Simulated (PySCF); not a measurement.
**C2H10B3N: density, localisation and related maps**

The calculation's input:

```
{"job": {"kind": "uv", "xc": "wB97X-D", "basis": "def2-SVPD", "nstates": 8, "ntriplets": 3}, "charge": 0, "multiplicity": 1}
B      2.428048    -0.153174    -0.328863
N      1.818142     0.466862     0.772401
B      0.425407     0.613702     1.036307
B     -0.754741     0.046216     0.020838
C     -1.377577    -1.404537     0.164183
C     -1.365327     0.955449    -1.126767
H      1.752374    -0.622562    -1.160713
H      3.599282    -0.190170    -0.398575
H      2.446471     0.860402     1.461971
H      0.164525     1.184818     2.039863
H     -1.317582    -1.823237     1.166428
H     -2.411630    -1.470294    -0.170100
H     -0.800232    -2.067871    -0.481662
H     -1.881082     0.394068    -1.903326
H     -0.629359     1.599204    -1.604539
H     -2.104318     1.620069    -0.676946
```

Run with:

```sh
OMP_NUM_THREADS=1 python probes_run.py task.json out
```

Geometry: GFN2-xTB.

The calculation used wB97X-D/def2-SVPD, SCF density, gas phase in PySCF.

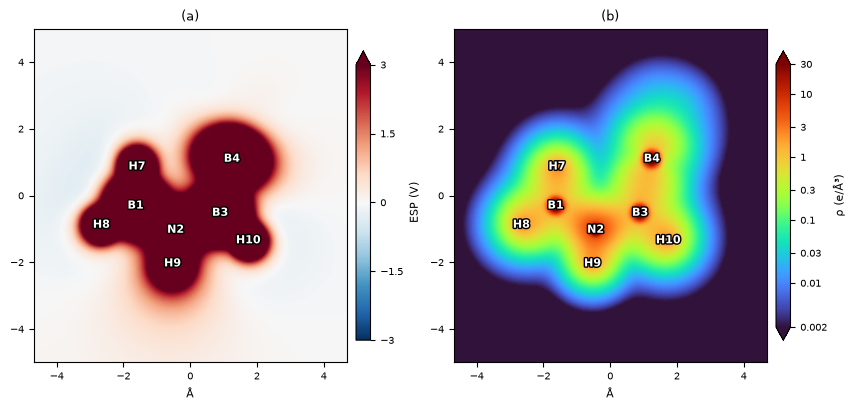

Figure 1. (a) electrostatic potential; (b) electron density on the plane of atoms N2, B3 and H10.

What does the map show?

Answer.
- Atoms in the plane: B, N and H.
- B–N (1.40 Å): ρ at the midpoint is about 2 e/Å³.
- B–B (1.66 Å): ρ is about 1.2 e/Å³ halfway.
- N–H (1.01 Å): the density is about 2.8 e/Å³ at the midpoint.
- B–H (1.17 Å): ρ at the midpoint is about 1.3 e/Å³.
- Outside the dense part of the molecule the potential is most negative (−0.3 V) near H8.

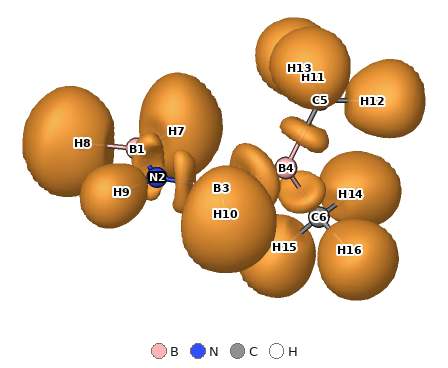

Figure 2. Isosurface of the ELF at 0.85 (orange), seen at a tilt. Only the valence region is drawn (cores and ρ < 0.01 e/Å³ removed).

Where are the electrons localised?

Answer. The surface consists of one region between bonded B–B atoms (shared pairs), two regions between bonded B–C atoms (shared pairs), two regions between bonded B–N atoms (shared pairs) and ten regions around hydrogen nuclei. Profiles from the grid: B–N (1.40 Å): the ELF peaks at about 0.95 between the atoms (a polar covalent bond). C–B (1.59 Å): the ELF peaks at about 1 between the atoms, as expected for a covalent bond.

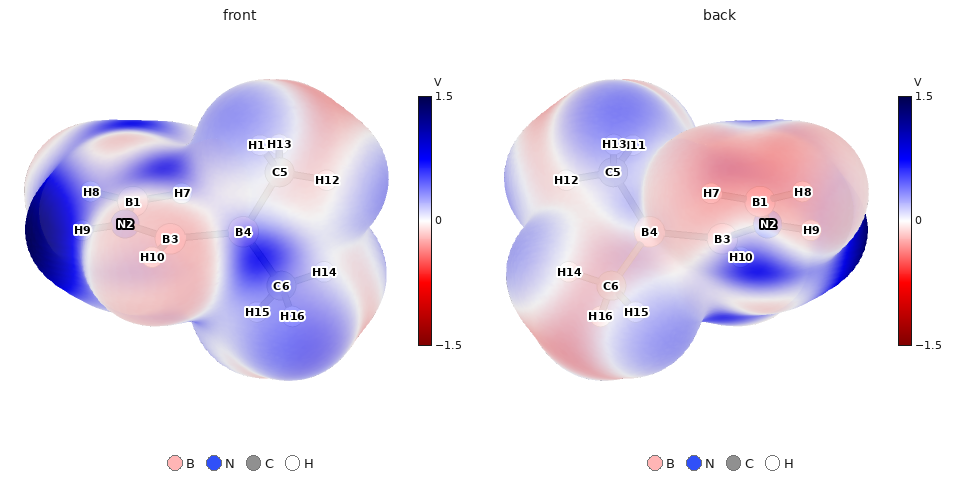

Figure 3. The molecular electrostatic potential painted on the density surface at 0.001 e/bohr³, seen from the front and from behind; the colour scale runs from red (negative) to blue (positive).

Describe the electrostatic potential map.

Answer. The most negative region (about −0.3 V) lies over H7 and H8, the most positive (about +1.4 V) over H9.

What dipole moment does the calculation give?

Answer. Its dipole moment is 0.78 D.
